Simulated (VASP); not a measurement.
Band structure of Cd (hcp). These are vdW-DF-cx, VASP's PBE PAW potentials (set 64) (plane waves; VASP) values and carry that method's errors.

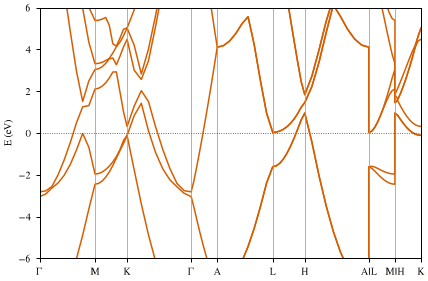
Figure: Bands along high-symmetry lines, zero at the valence-band maximum or, without a gap, the Fermi level

Read the plot: is there a gap, and where are the band edges?

It has no gap at this level: it comes out as a metal or semimetal. (Edges off the drawn lines would not show.)

The compound is Cd in the hcp structure. It was relaxed first.
